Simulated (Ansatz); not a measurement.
The figure comes from a scan of InP (zinc blende): a phonon pattern at X = (0.5, 0.5, 0.0) is frozen into a 4-atom cell, Q being the largest atomic displacement. Calculation: r2SCAN (plane waves to 500 eV, PAW, scalar-relativistic; Ansatz, an electronic-structure program). k mesh 10×10×10 (Γ-centred), Fermi-Dirac smearing 0.05 eV. The energy includes the smearing's −TS. InP was relaxed with its symmetry unable to fall. The zero of ΔE is the undisplaced structure.

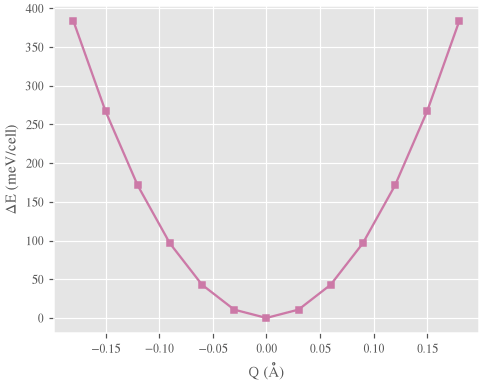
ΔE (meV/cell) against Q (Å); computed points joined by lines.

Problem. Read the plotted values off the figure, to the accuracy that the plot allows.

Solution. To the nearest 5:

```csv
Q (Å),ΔE (meV/cell)
-0.180,385
-0.150,265
-0.120,170
-0.090,95
-0.060,45
-0.030,10
0.000,0
0.030,10
0.060,45
0.090,95
0.120,170
0.150,265
0.180,385
```

(For displaced atoms, the force is minus the slope of the energy, and its curvature is a force constant, which sets phonon frequencies.)
